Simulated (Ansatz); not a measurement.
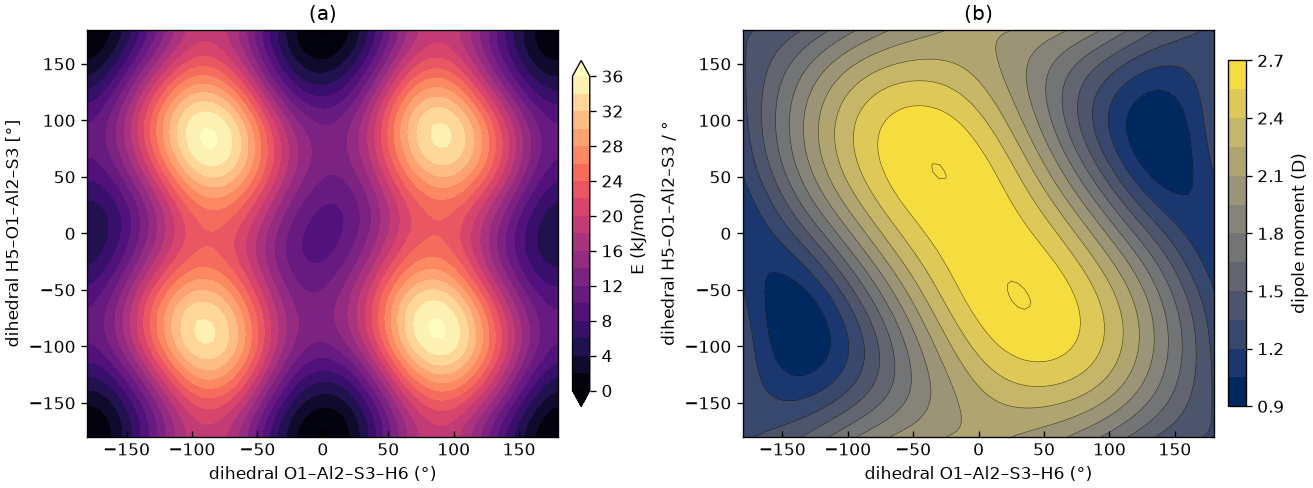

AlBrH₂OS, SMILES [OH][Al]([SH])[Br]. First axis: dihedral O1–Al2–S3–H6. Second axis: dihedral H5–O1–Al2–S3. Nothing is relaxed (all other coordinates rigid). The grid has 9 × 9 points. Points are written as (first, second). All energies are given in kJ/mol relative to the lowest grid point. Theory: RKS wB97X-V/def2-SVP (Ansatz 0.2.0).

Panel (a) is the energy; panel (b) is the computed dipole moment, in D.

The picture shows filled contours, one colour for all values above the top of the scale. Between grid points the surface is interpolated.

Q: How does the dipole moment vary over the map, and what is it at the lowest grid point?

A: Leaving out the highest fifth of the energies, it runs from 0.94 D at (140°, 100°) to 2.69 D at (20°, −60°). At the lowest grid point, (−180°, −180°), it is 1.34 D.
